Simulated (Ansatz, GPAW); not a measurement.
# A 13-layer slab of Nb(111): work function by functional and basis, part 3 of 3

Wanted: work functions and dipole of a 13-layer slab of Nb(111), with the cost of each level.

GPAW 26.7.0 and Ansatz 0.2.0; Ansatz plane waves; slab in vacuum with a dipole correction, relaxation; PAW set soft_1 (the session's first sound run).

So far, upper work function (eV): step 2 (relaxation, PBE) 3.80; step 4 (self-consistent run: xc = "RPBE") 3.66; step 5 (OptPBE vdW: xc = "optPBE-vdW", GPAW, PAW setups, GPAW) 4.02; step 6 (self-consistent run: xc = "LDA") 4.07; step 7 (self-consistent run: xc = "revPBE") 3.67.

### Step 8. Self-consistent run: xc = "vdW-DF2"

Level of this step: GPAW, PAW setups; slab in vacuum (GPAW).

The same geometry under vdW-DF2, to see how far the functional moves the levels against the vacuum (the van der Waals functionals take revPBE setups).

Input file run.py:

```python
import json
import numpy as np
from ase import Atoms
from gpaw import GPAW, PW

slab = Atoms(
    ['Nb', 'Nb', 'Nb', 'Nb', 'Nb', 'Nb', 'Nb', 'Nb', 'Nb', 'Nb', 'Nb', 'Nb', 'Nb'],
    positions=[
        [0.00000, 0.00000, 7.00000],
        [2.33345, 1.34722, 7.95263],
        [4.66690, 2.69444, 8.90526],
        [0.00000, 0.00000, 9.85788],
        [2.33345, 1.34722, 10.81051],
        [4.66690, 2.69444, 11.76314],
        [0.00000, 0.00000, 12.73963],
        [2.33345, 1.34722, 13.68274],
        [4.66690, 2.69444, 14.64156],
        [-0.00000, -0.00000, 15.54763],
        [2.33345, 1.34722, 16.62646],
        [4.66690, 2.69444, 17.44689],
        [-0.00000, -0.00000, 18.13476]],
    cell=[[4.6669, 0.0, 0.0], [2.33345, 4.04166, 0.0], [0.0, 0.0, 25.43154]],
    pbc=[True, True, False])

slab.calc = GPAW(mode=PW(400), xc='vdW-DF2', kpts={'size': (8, 8, 1), 'gamma': True},
                 occupations={'name': 'fermi-dirac', 'width': 0.1}, nbands='160%',
                 convergence={'density': 1e-05}, maxiter=200,
                 poissonsolver={'dipolelayer': 'xy'},
                 symmetry={'tolerance': 1e-3}, txt='slab.txt')
result = {}
energy = slab.get_potential_energy()
fermi = slab.calc.get_fermi_level()
v = slab.calc.get_electrostatic_potential().mean((0, 1)) - fermi
n = slab.calc.get_pseudo_density().mean((0, 1))
L = slab.cell[2, 2]
z = np.arange(len(v)) * L / len(v)
low, high = slab.positions[:, 2].min(), slab.positions[:, 2].max()
below, above = np.interp([low - 4.8, high + 4.8], z, v)
slopes = [np.interp(x, z, np.gradient(v, z)) for x in (low - 4.8, high + 4.8)]
eps = np.array([[slab.calc.get_eigenvalues(k, s) for k in range(len(slab.calc.get_ibz_k_points()))]
                for s in range(slab.calc.get_number_of_spins())]) - fermi
top, bottom = eps[eps < 0].max(), eps[eps > 0].min()
dipole = slab.get_dipole_moment()[2]
print(f'energy {energy:.4f} eV, Fermi level {fermi:.4f} eV, dipole {dipole:.5f} e A')
print(f'potential 4.8 A off the faces, from the Fermi level: lower {below:.4f} eV, upper {above:.4f} eV')
print(f'slope of the potential there: lower {slopes[0]:.5f}, upper {slopes[1]:.5f} eV/A')
print(f'nearest levels on the mesh: {top:.4f} and {bottom:.4f} eV')
print('magnetic moment', round(slab.get_magnetic_moment(), 3))
result.update(energy=energy, fermi=fermi, dipole=dipole, below=below, above=above, slopes=slopes, edges=[top, bottom],
              z=z.tolist(), v=v.tolist(), n=n.tolist(), positions=slab.positions.tolist(),
              forces=slab.get_forces(apply_constraint=False).tolist(), moments=slab.get_magnetic_moments().tolist())
json.dump(result, open('result.json', 'w'))
```

Started as:

```bash
$ OMP_NUM_THREADS=1 OPENBLAS_NUM_THREADS=1 python run.py
```

Numbers of over 12 decimals in the logs are rounded to 6 here.

The log of the run:

```text
energy -1166.9652 eV, Fermi level 3.7406 eV, dipole -0.03390 e A
potential 4.8 A off the faces, from the Fermi level: lower 3.8503 eV, upper 4.1749 eV
slope of the potential there: lower -0.00285, upper 0.00247 eV/A
nearest levels on the mesh: -0.0021 and 0.0103 eV
magnetic moment 0.0
```

Elapsed: 29 min, on 1 thread of Arm Neoverse N1, shared host; peak memory 0.85 GiB.

This step gave:

```
dipole along the normal                    : -0.03390 e·Å
levels nearest the Fermi level on the mesh : -0.002092, 0.01033 eV from the Fermi level
upper work function                        : 4.175 eV
lower work function                        : 3.850 eV
```

The electrostatic potential energy of an electron (without an applied field's), less the Fermi level, planar mean oscillates, so the rows of the table below give means over windows of 1.91 Å about each position, cut where the curve ends. Its maxima inside the range that stand out by 2 % of the span (Å: eV): 8.5: -11.0, 9.4: -11.1, 10.4: -11.0, 11.3: -11.0, 12.3: -10.7, 13.2: -11.1, 14.2: -11.1, 15.2: -11.5, 16.1: -9.39. Its minima: 7.9: -12.2, 8.9: -12.3, 9.9: -12.3, 10.8: -12.3, 11.8: -12.1, 12.7: -12.2, 13.7: -12.3, 14.6: -12.5, 15.5: -12.0, 17.6: -15.5.

The electrostatic potential energy of an electron (without an applied field's), less the Fermi level, planar mean by z; means over each step:

```csv
z (Å),"electrostatic potential energy of an electron (without an applied field's), less the Fermi level, planar mean (eV)"
0.95,3.87
2.86,3.84
4.77,3.43
6.68,-5.64
8.59,-11.6
10.50,-11.6
12.41,-11.5
14.32,-11.8
16.23,-11.7
18.14,-10.0
20.05,3.33
21.96,4.16
23.87,4.18
```

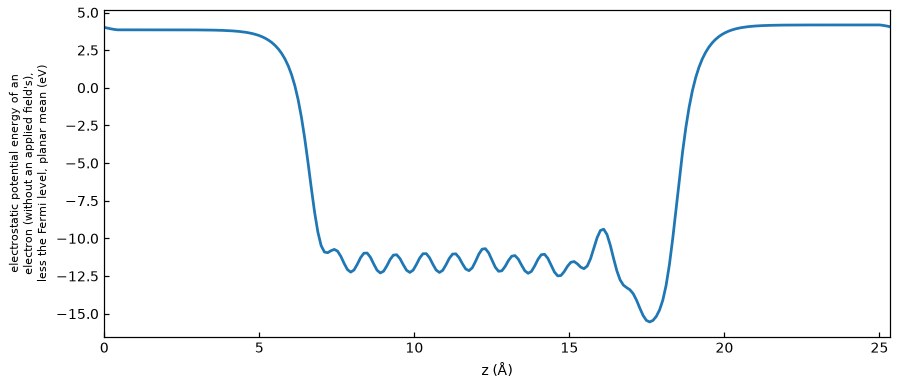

Electrostatic potential energy of an electron (without an applied field's), less the Fermi level, planar mean, plotted against z.

The upper face's work function is 4.175 eV, against 3.801 eV in the first plane-wave PBE run at this geometry.

### Step 9. Real-space grid: mode = "fd"

A real-space grid is a second complete basis, so it checks the plane-wave result.

Changes to run.py since step 8:

```diff
@@ -3,3 +3,3 @@
 from ase import Atoms
-from gpaw import GPAW, PW
+from gpaw import GPAW
 
@@ -24,3 +24,3 @@
 
-slab.calc = GPAW(mode=PW(400), xc='vdW-DF2', kpts={'size': (8, 8, 1), 'gamma': True},
+slab.calc = GPAW(mode='fd', h=0.18, xc='PBE', kpts={'size': (8, 8, 1), 'gamma': True},
                  occupations={'name': 'fermi-dirac', 'width': 0.1}, nbands='160%',
```

The log of the run:

```text
energy -128.7438 eV, Fermi level -3.5979 eV, dipole -0.04239 e A
potential 4.8 A off the faces, from the Fermi level: lower 3.3944 eV, upper 3.8002 eV
slope of the potential there: lower -0.00138, upper 0.00140 eV/A
nearest levels on the mesh: -0.0024 and 0.0182 eV
magnetic moment 0.0
```

Elapsed: 2.1 h, on 1 thread; peak memory 2.9 GiB.

This step gave:

- dipole along the normal: -0.04239 e·Å
- levels nearest the Fermi level on the mesh: -0.002351, 0.01824 eV from the Fermi level
- upper work function: 3.800 eV
- lower work function: 3.394 eV

The electrostatic potential energy of an electron (without an applied field's), less the Fermi level, planar mean oscillates, so the rows of the table below give means over windows of 2.5 Å about each position, cut where the curve ends. Its maxima inside the range that stand out by 2 % of the span (Å: eV): 8.4: -10.7, 9.4: -10.8, 10.4: -10.8, 11.3: -10.8, 12.3: -10.4, 13.2: -10.9, 14.2: -10.8, 15.1: -11.3, 16.1: -9.13. Its minima: 8.0: -12.0, 8.9: -12.1, 9.8: -12.0, 10.8: -12.0, 11.7: -11.9, 12.7: -12.0, 13.7: -12.1, 14.6: -12.3, 15.4: -11.8, 17.6: -15.4.

Table of electrostatic potential energy of an electron (without an applied field's), less the Fermi level, planar mean by z; means over each step:

```csv
z (Å),"electrostatic potential energy of an electron (without an applied field's), less the Fermi level, planar mean (eV)"
0.0,3.40
2.5,3.39
5.0,2.64
7.5,-9.50
10.0,-11.5
12.5,-11.3
15.0,-11.1
17.5,-12.1
20.0,2.63
22.5,3.80
25.0,3.80
```

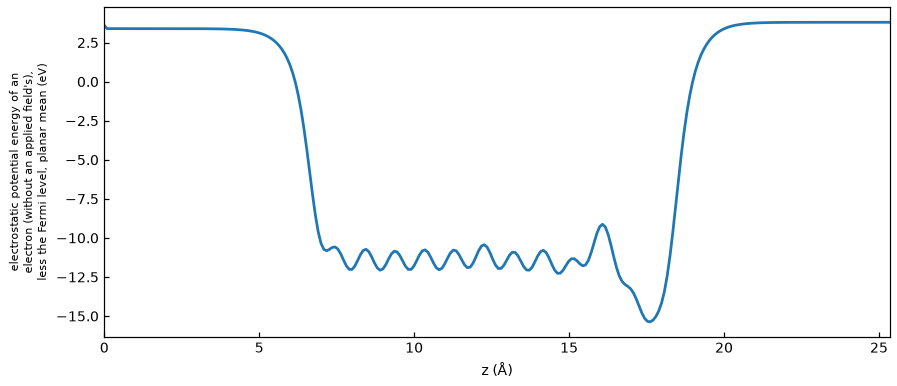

Electrostatic potential energy of an electron (without an applied field's), less the Fermi level, planar mean against z.

The upper face's work function is 3.800 eV, against 3.801 eV in the first plane-wave PBE run at this geometry.

### Step 10. The ladder

Times are for 1 thread of Arm Neoverse N1, shared host. The runs compared:

```csv
no.,run,upper work function (eV),lower work function (eV),time,memory (GiB)
1,pw,3.801,3.396,30 min,0.53
2,RPBE,3.657,3.246,29 min,0.53
3,optPBE vdW,4.016,3.642,29 min,0.85
4,LDA,4.073,3.674,27 min,0.53
5,revPBE,3.673,3.260,28 min,0.53
6,vdW DF2,4.175,3.850,29 min,0.85
7,fd,3.800,3.394,2.1 h,2.9
```

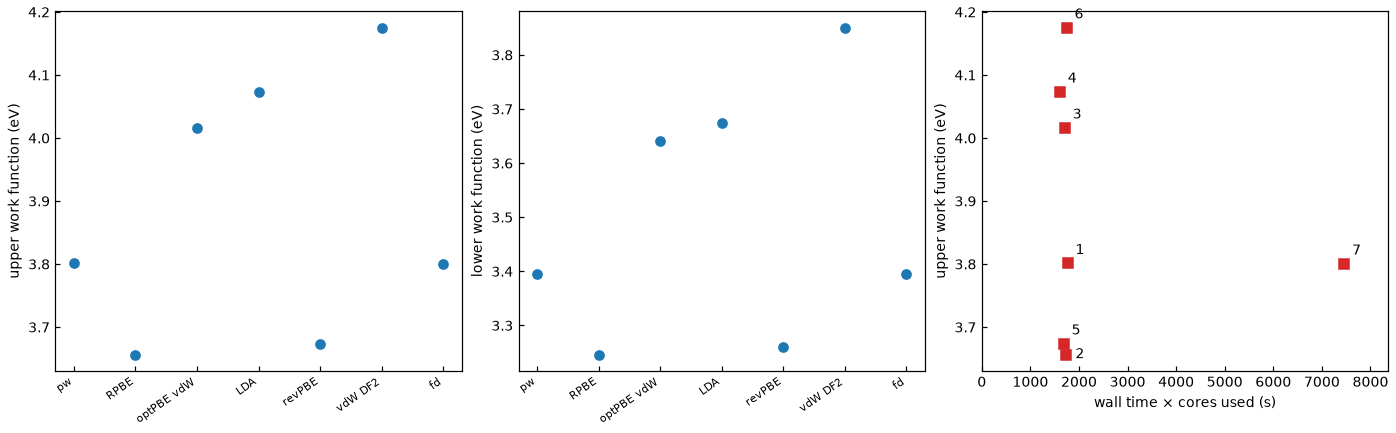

The series as plots; the last panel sets the first result against cost, with the runs numbered as in the table.

### Step 11. A second plane-wave code

A second program with its own datasets checks the number independently.

This step: Ansatz plane waves; slab in vacuum with a dipole correction; PAW set soft_1 (Ansatz 0.2.0).

Input file input.yaml:

```yaml
crystal:
  lattice:
    - [4.6669047558, 0.0, 0.0]
    - [2.3334523779, 4.0416580756, 0.0]
    - [0.0, 0.0, 25.43153533]
  atoms:
    - { symbol: Nb, position: [0.0, 0.0, 0.2752488164] }
    - { symbol: Nb, position: [0.3333333333, 0.3333333333, 0.312707347] }
    - { symbol: Nb, position: [0.6666666667, 0.6666666667, 0.3501658776] }
    - { symbol: Nb, position: [0.0, 0.0, 0.3876244082] }
    - { symbol: Nb, position: [0.3333333333, 0.3333333333, 0.4250829388] }
    - { symbol: Nb, position: [0.6666666667, 0.6666666667, 0.4625414694] }
    - { symbol: Nb, position: [0.0, 0.0, 0.5009383762] }
    - { symbol: Nb, position: [0.3333333333, 0.3333333333, 0.5380227423] }
    - { symbol: Nb, position: [0.6666666667, 0.6666666667, 0.5757245305] }
    - { symbol: Nb, position: [0.0, 0.0, 0.6113525109] }
    - { symbol: Nb, position: [0.3333333333, 0.3333333333, 0.6537735159] }
    - { symbol: Nb, position: [0.6666666667, 0.6666666667, 0.6860336058] }
    - { symbol: Nb, position: [0.0, 0.0, 0.7130814447] }
kpoints:
  mp_grid: { grid: [8, 8, 1] }
hamiltonian:
  xc: pbe
  pseudopotentials: { kind: paw, azcp: { folder: soft_1 } }
scf:
  occupations: { method: fermi_dirac, width: 0.1 }
efield:
  axis: 3
  dipole_correction: true
  ramp_width: 0.05
output:
  forces: true
  write_potential: true
  write_density: true
  volumetric_format: npy
```

Started as:

```bash
$ ansatz run input.yaml --threads 4 --pin off --max-ram 8192MiB --backend cpu --events-out ev --progress --plain --runs-dir out
```

The log of the run:

```text
[...]
Crystal: 13 atoms, lattice volume = 479.690 Å³
Basis set: ecut = 420 eV, 9451 PW (Γ), exchange–correlation on 64×64×360 points (8 copies of the dense FFT grid, shifted against one another)
Bands: 102, of which v1, the nominal top of the filled ones, is band 85 counted from 1 (84 counted from 0)
Symmetry: 6 space group operations
[...]
k-points: 10 of 64 (time reversal used)
[...]
SCF iter   1: F=—  HF=-59187.151287 eV  |F-HF|=—  |Δ(HF+E_count)|=         —  Δρ=6.55e-2  dr2=2.13e2  ethr=3.10e-3  p=0.000 e·Å  D=1.41e-7 V/Å  ΔV_dip=-0.00 eV  dr2_dipole=1.11e1  V_vac-E_F(+/−)=6.90/6.90 eV  ⟨swp⟩=9.4  Hψ=4922  notcnv=0
[...]
SCF iter  11: F=-59174.445991 eV  HF=-59174.445991 eV  |F-HF|=1.89e-8  |Δ(HF+E_count)|=   2.07e-7  Δρ=2.00e-6  dr2=4.94e-8  ethr=5.92e-11  p=-0.042 e·Å  D=-1.60e-2 V/Å  ΔV_dip=0.41 eV  dr2_dipole=7.36e-10  V_vac-E_F(+/−)=3.80/3.40 eV  ⟨swp⟩=28.7  Hψ=10358  notcnv=0
SCF 1 converged in 11 iterations: F = -59174.445991 eV  dr2 = 4.94e-8
[...]
SCF converged after 11 iterations
Free energy (F): -59174.445991 eV
[...]
Internal energy: -59173.863438 eV  (E = F + TS)
E sigma→0 (E₀):  -59174.154714 eV
Entropy (-TS):   -0.582553 eV (-44.812 meV/atom)
Fermi energy:    6.973221 eV
Dipole field:    D = -0.016012 V/Å  (p = -0.042447 e·Å, saw-weighted, corrected)
Work function:   Φ+ = 3.8021 eV   Φ− = 3.3949 eV
[...]
--- Forces (eV/Å), atoms counted from 1 ---
  atom   1  Nb     0.00000000    -0.00000000     1.72149774
  atom   2  Nb    -0.00000000     0.00000000     0.10606964
  atom   3  Nb    -0.00000000     0.00000000    -1.21083674
  atom   4  Nb    -0.00000000    -0.00000000    -0.59001422
  atom   5  Nb    -0.00000000    -0.00000000    -0.31924092
  atom   6  Nb     0.00000000     0.00000000     0.28062307
  atom   7  Nb    -0.00000000    -0.00000000    -0.01500174
  atom   8  Nb     0.00000000     0.00000000     0.00362968
  atom   9  Nb    -0.00000000     0.00000000     0.01488575
  atom  10  Nb     0.00000000     0.00000000    -0.00206617
  atom  11  Nb    -0.00000000    -0.00000000    -0.00801815
  atom  12  Nb     0.00000000    -0.00000000     0.01448931
  atom  13  Nb    -0.00000000     0.00000000     0.00405318
  max |Σ_I F_I| component: 7.04e-5 eV/Å
--- Band table (eV; the first three rows and the last of 10) ---
  k-point 0: bands = [... 81 lower, 6.3396, 6.5747, 6.5747, 6.7787, 6.8982, 6.8982, 7.0686, 7.1627, ... 13 higher]
  k-point 1: bands = [... 81 lower, 6.5260, 6.6940, 6.7296, 6.8601, 6.9671, 7.1000, 7.1804, 7.1848, ... 13 higher]
  k-point 2: bands = [... 81 lower, 6.7450, 6.9199, 6.9492, 7.1330, 7.1784, 7.3737, 7.4804, 7.4913, ... 13 higher]
  k-point 9: bands = [... 81 lower, 6.6935, 6.7353, 6.7847, 6.9367, 6.9575, 7.0941, 7.2103, 7.4650, ... 13 higher]
```

Run time: 53 s. Hardware: 4 threads; peak memory 1.3 GiB.

Numbers from this step:

```
upper work function     : 3.802 eV
lower work function     : 3.395 eV
dipole along the normal : -0.04245 e·Å
dipole field            : -0.01601 V/Å
vacuum level above      : 10.78 eV
```

Electrostatic potential energy of an electron (with the applied field's), less the Fermi level, planar mean against z:

```csv
z (Å),"electrostatic potential energy of an electron (with the applied field's), less the Fermi level, planar mean (eV)"
0,3.55
1,3.40
2,3.40
3,3.39
4,3.36
5,3.12
6,0.940
7,-8.42
8,-10.2
9,-10.3
10,-10.3
11,-10.4
12,-10.2
13,-10.5
14,-10.6
15,-11.0
16,-9.40
17,-12.6
18,-12.4
19,-0.118
20,3.38
21,3.75
22,3.80
23,3.80
24,3.80
25,3.69
```

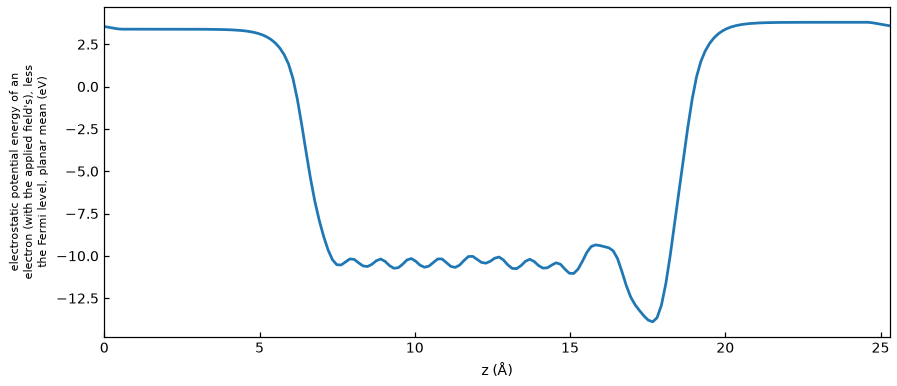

Electrostatic potential energy of an electron (with the applied field's), less the Fermi level, planar mean against z.

The valence density, planar mean by z:

```csv
z (Å),"valence density, planar mean (e/Å³)"
2,1.2e-5
3,9.9e-5
4,8.4e-4
5,0.00702
6,0.0749
7,0.621
8,0.713
9,0.715
10,0.721
11,0.720
12,0.711
13,0.728
14,0.726
15,0.756
16,0.646
17,0.851
18,0.827
19,0.127
20,0.0110
21,0.00126
22,1.4e-4
23,1.5e-5
```

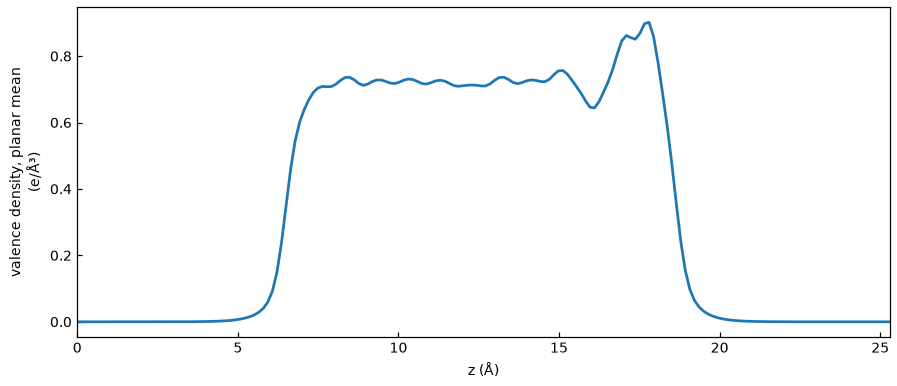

Valence density, planar mean against z.

Force by atom:

```csv
atom,x (eV/Å),y (eV/Å),z (eV/Å),size
Nb1,0.00,0.00,1.72,1.72
Nb2,0.00,0.00,0.11,0.11
Nb3,0.00,0.00,-1.21,1.21
Nb4,0.00,0.00,-0.59,0.59
Nb5,0.00,0.00,-0.32,0.32
Nb6,0.00,0.00,0.28,0.28
Nb7,0.00,0.00,-0.02,0.02
Nb8,0.00,0.00,0.00,0.00
Nb9,0.00,0.00,0.01,0.01
Nb10,0.00,0.00,0.00,0.00
Nb11,0.00,0.00,-0.01,0.01
Nb12,0.00,0.00,0.01,0.01
Nb13,0.00,0.00,0.00,0.00
```

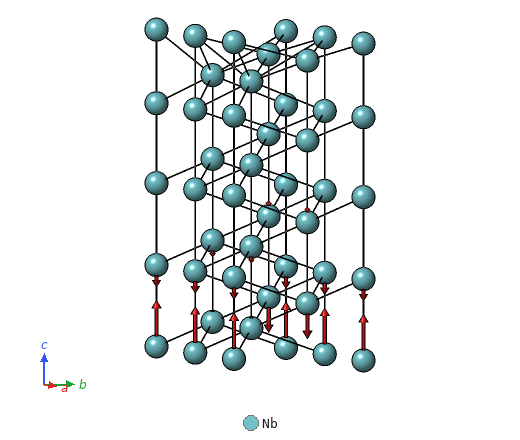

Force as arrows, the longest 1.72 eV/Å. 2×1×1 cells are drawn. Some periodic images of atoms are drawn too.

The upper face's work function is 3.802 eV, against 3.801 eV in the first plane-wave PBE run at this geometry.

### Step 12. Side by side

Results and costs are gathered.

This step: comparison of work functions, dipole and cost; PAW set soft_1 (GPAW 26.7.0).

Ladder, by row:

```csv
step,code,"work function, upper (eV)","work function, lower (eV)",dipole (e Å),wall time (s),peak memory (GiB),threads
pw,GPAW,3.801,3.396,-0.04233,1771,0.53,1
RPBE,GPAW,3.657,3.246,-0.04284,1737,0.53,1
optPBE-vdW,GPAW,4.016,3.642,-0.03906,1712,0.85,1
LDA,GPAW,4.073,3.674,-0.04171,1612,0.53,1
revPBE,GPAW,3.673,3.26,-0.04317,1691,0.53,1
vdW-DF2,GPAW,4.175,3.85,-0.0339,1752,0.85,1
fd,GPAW,3.8,3.394,-0.04239,7464,2.85,1
ansatz,Ansatz,3.802,3.395,-0.04245,53.37,1.314,4
```

### Step 13. Summary of results

```
work function, upper and lower face : 3.801 and 3.396 eV
dipole along the normal             : -0.0423 e Å
```

In words: With plane waves and PBE the work function is 3.80 eV on the upper face and 3.40 eV on the lower. The two faces differ by 0.41 eV, the step that the slab's dipole makes (e p/(ε0 A) gives 0.41 eV), so the dipole layer is needed. The lowest atoms were held at bulk positions, which alone makes the faces unlike. The measured value for this face is 4.08 eV (as compiled in "Anisotropic work function of elemental crystals", 2019, arxiv:1902.07811); the relaxed upper face lies 0.28 eV under it with PBE, and LDA comes nearest (4.07 eV). Measured work functions scatter by a tenth of an eV or more between methods. Over the sound runs of the table the upper face's work function spans 3.657 (RPBE) to 4.175 eV (vdW-DF2). The two plane-wave codes differ by 0.0010 eV on the upper face. The in-plane lattice was kept as typed, which isn't the functional's own and leaves some strain; spin-orbit coupling and temperature are left out.

[Logs are printed without paths, hosts, clocks, repeated set-up lines and the standing remarks that a program may print on its own settings, such as how far it seeks lower states.]

[Hosts, paths, dates, database ids (printed as entryN), source tags and the programs' standing remarks are cut or masked in the printed files.]
